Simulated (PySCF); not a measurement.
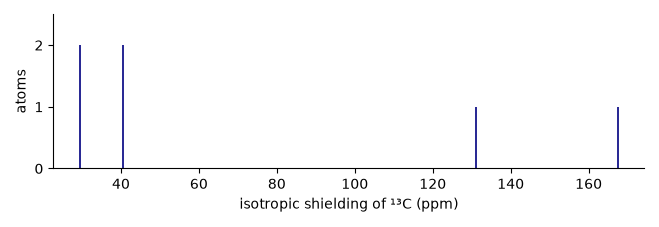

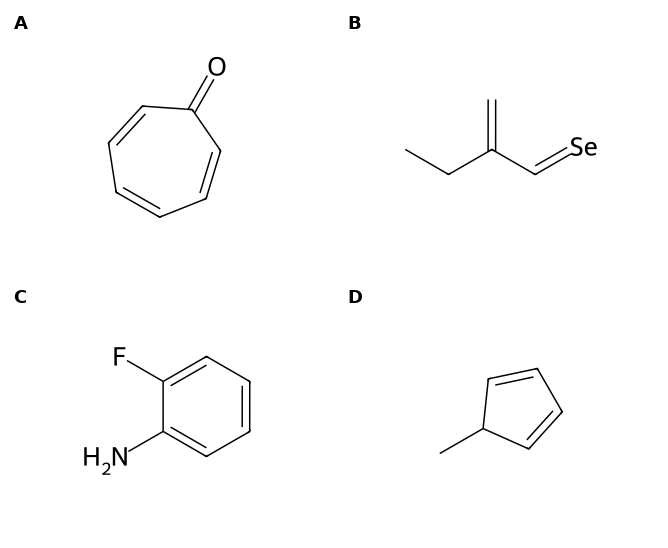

The sticks are computed shieldings of one of the molecules, for one fixed geometry (PBE0-D3(BJ)/def2-SVP) without averaging over rotations. Low shielding means a high chemical shift. Method: GIAO CAM-B3LYP/pcSseg-1 NMR shielding, non-relativistic, gas phase (PySCF 2.14.0).

Question: Match the spectrum to a structure.

Answer: D, `CC1C=CC=C1`. Its 6 C atoms give lines at 29.5 (2 atoms), 40.6 (2 atoms), 131.1, 167.4 ppm.
